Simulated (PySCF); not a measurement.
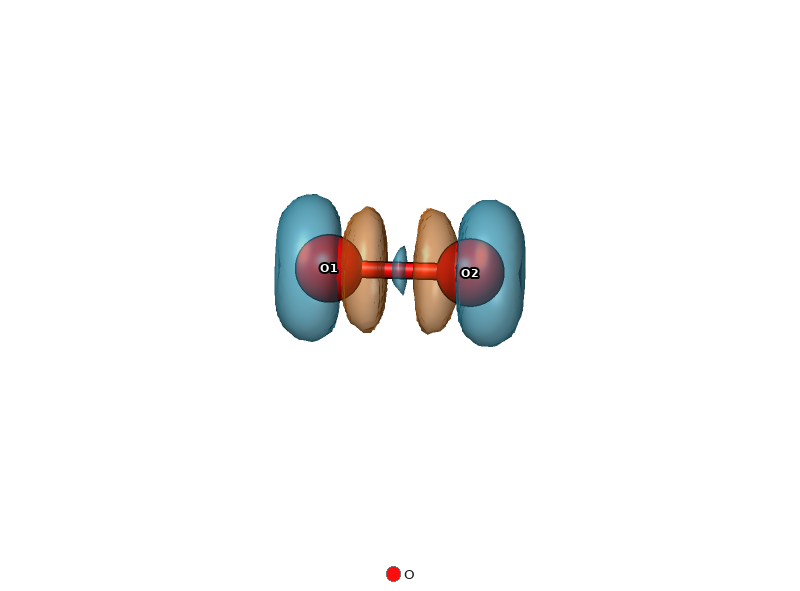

Figure. O₂, triplet, SMILES `O=O`. Deformation density (molecule less spherical, spin-averaged free atoms at the same positions), surfaces at ±0.08 e/Å³; light blue: gain, orange: loss.

PySCF calculation, PBE0/6-31G*, gas phase; geometry: GFN2-xTB. No frequency check shows the geometry to be a minimum. The stability of the open-shell solution wasn't checked. GFN2-xTB doesn't know the spin state, so this open-shell geometry is rough.

Coordinates in Å:

```
O1       0.6049    0.0000    0.0000
O2      -0.6049    0.0000    0.0000
```

Q: Describe the bonding that the map shows.

A: O1–O2: +0.17 e/Å³ at the bond critical point (bond length 1.21 Å, Mayer order 1.9). In all, 0.3 electrons gather in the regions of gain relative to the promolecule.

Cost of the run: 0.77 s on 1 thread of AMD EPYC 9R45 (Zen 5), on a shared host, peak memory 0.19 GiB.
